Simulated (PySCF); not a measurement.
H6O3SSi2, SMILES O[Si](O)(O)S[SiH3] at its PBE0/def2-SVP optimised geometry (Å):

```
12

Si    -0.5351     0.9932     0.0000
S     -1.3290     0.1613    -1.8301
Si    -0.2579    -1.6816    -1.8657
O     -1.2522    -2.8279    -2.5135
O      0.2172    -1.9429    -0.3056
O      1.1237    -1.7110    -2.7625
H      0.9551     0.9932     0.0000
H     -1.0265     2.4023     0.0000
H     -1.0576     0.2938     1.2059
H     -2.1816    -2.7653    -2.2726
H      1.0576    -2.4023    -0.2032
H      1.0173    -1.8546    -3.7076
```

Computed with PBE0/def2-TZVP (PySCF).

Map of the log10 of the electron density (e/bohr³), floored at −4 on the plane z = 1.0 Å:

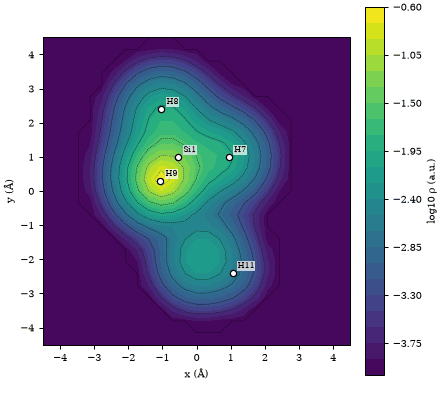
Log10 of the electron density (e/bohr³), floored at −4 on the plane z = 1.0 Å.
